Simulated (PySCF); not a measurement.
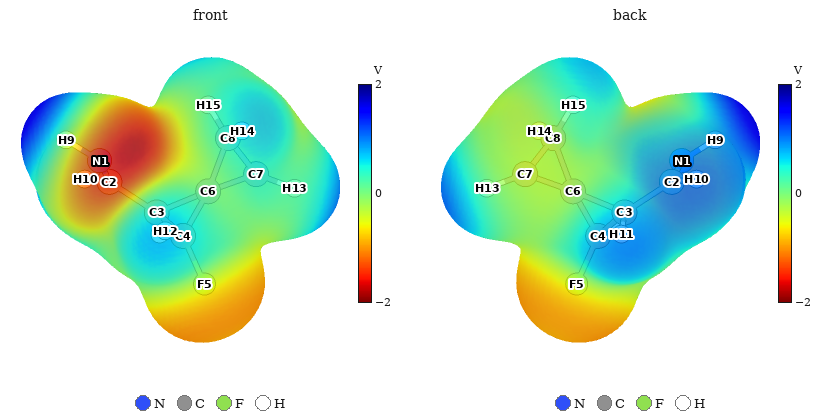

Figure 1: C$_{6}$H$_{7}$FN (doublet). The electrostatic potential painted on the density surface at 0.002 e/bohr³, seen from the front and from behind; red is negative and blue positive.

Geometry: GFN2-xTB.

The calculation used UKS B3LYP, pcH-1 on C F H N, non-relativistic, mean-field spin-orbit, GIAO in PySCF.

```yaml
atoms:
  - { symbol: N, position_ang: [1.9963, -0.7202, 0.6310] }
  - { symbol: C, position_ang: [1.6746, -0.4256, -0.5518] }
  - { symbol: C, position_ang: [0.5306, 0.4457, -0.8191] }
  - { symbol: C, position_ang: [0.0647, 1.4001, 0.2572] }
  - { symbol: F, position_ang: [-0.3678, 2.6320, -0.1281] }
  - { symbol: C, position_ang: [-0.7689, 0.2193, -0.0449] }
  - { symbol: C, position_ang: [-2.0932, -0.1736, -0.3400] }
  - { symbol: C, position_ang: [-1.3701, -0.9463, 0.6866] }
  - { symbol: H, position_ang: [2.7986, -1.3368, 0.7241] }
  - { symbol: H, position_ang: [2.1896, -0.7880, -1.4532] }
  - { symbol: H, position_ang: [0.4046, 0.7702, -1.8442] }
  - { symbol: H, position_ang: [0.6199, 1.4463, 1.1859] }
  - { symbol: H, position_ang: [-3.0493, 0.2630, -0.5016] }
  - { symbol: H, position_ang: [-1.6272, -0.8413, 1.7360] }
  - { symbol: H, position_ang: [-1.0069, -1.9367, 0.4402] }
```

**Describe the electrostatic potential map.**

The most negative region (about −1.6 V, or −37 kcal/mol for a unit charge) lies over N1, the most positive (about +1.6 V, or +37 kcal/mol for a unit charge) over H9. N1 is the likeliest acceptor of a hydrogen bond.
